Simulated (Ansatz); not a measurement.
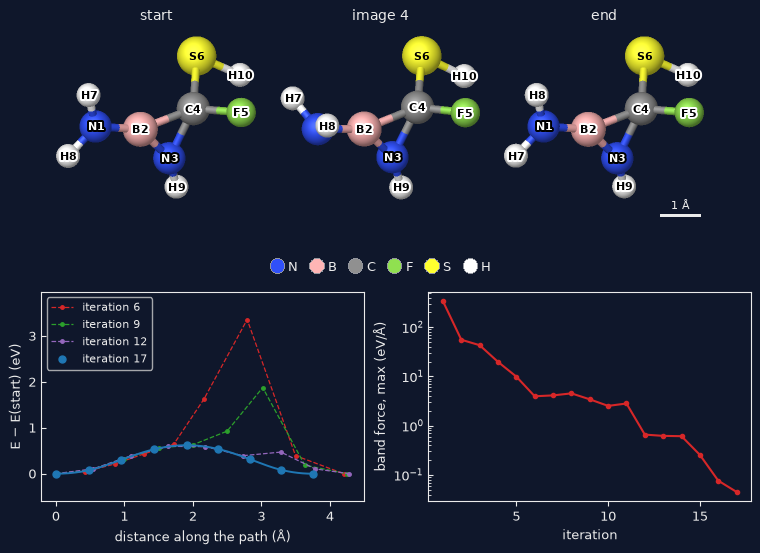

A nudged-elastic-band calculation for CH$_{4}$BFN$_{2}$S. Images are numbered from 0 (start) to 8 (end). The plot follows the band through its iterations. The picture is a ball-and-stick view, seen from a free direction.

Computed with RKS PBE0/def2-SVP (Ansatz 0.2.0). Settings: 7 movable images; climbing image; force threshold 0.05 eV/Å; iteration limit 60; starting path through a guess of the saddle point.

Question: How did the profile develop, and is the result final?

Answer: The result is final at these settings. The band converged in 17 iterations. The largest component of the band force went from 340 to 0.045 eV/Å. The climbing image converged on the top of the path. Its vibrational analysis gives one imaginary mode (414i cm⁻¹), as a transition state must have. The first iteration put the highest image at 91.00 eV. The barrier is about 0.62 eV in both directions, with image 4 at the top; the ends have the same energy.

Cost: 3.7 min on 2 threads of Intel(R) Xeon(R) 6975P-C (Granite Rapids), with other jobs on the host, peak memory 0.27 GiB.
